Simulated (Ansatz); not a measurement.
The figure comes from a scan of InSb (zinc blende): one In atom of a 4-atom cell moves by s along Cartesian [111], with its periodic images. Calculation: PBE (plane waves to 420 eV, PAW, scalar-relativistic; Ansatz, a quantum-chemistry and plane-wave program). k mesh 5×10×10 (Γ-centred), Fermi-Dirac smearing 0.05 eV. E stands for the smeared free energy. Left out: 1 of 11 points, with atoms too close for the PAW data. With partly filled bands, energies and forces of such displacements shift with the k mesh and the smearing. At this level the bands of InSb touch or barely overlap; measurements give the solid a gap. InSb was relaxed with its symmetry unable to fall. Spin-orbit coupling is left out, though Sb is heavy. ΔE is measured from the undisplaced structure.

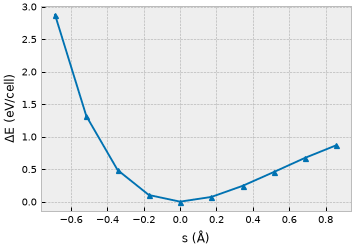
*ΔE (eV/cell) against s (Å); one marker a computed point.*

Q: List the plotted points as numbers.

A: To the nearest 0.05:

```json
[
 {"s (Å)": "-0.688", "ΔE (eV/cell)": "2.85"},
 {"s (Å)": "-0.516", "ΔE (eV/cell)": "1.30"},
 {"s (Å)": "-0.344", "ΔE (eV/cell)": "0.50"},
 {"s (Å)": "-0.172", "ΔE (eV/cell)": "0.10"},
 {"s (Å)": "0.000", "ΔE (eV/cell)": "0.00"},
 {"s (Å)": "0.172", "ΔE (eV/cell)": "0.05"},
 {"s (Å)": "0.344", "ΔE (eV/cell)": "0.25"},
 {"s (Å)": "0.516", "ΔE (eV/cell)": "0.45"},
 {"s (Å)": "0.688", "ΔE (eV/cell)": "0.65"},
 {"s (Å)": "0.860", "ΔE (eV/cell)": "0.85"}
]
```

(For displaced atoms, the force is minus the slope of the energy, and its curvature is a force constant, which sets phonon frequencies.)
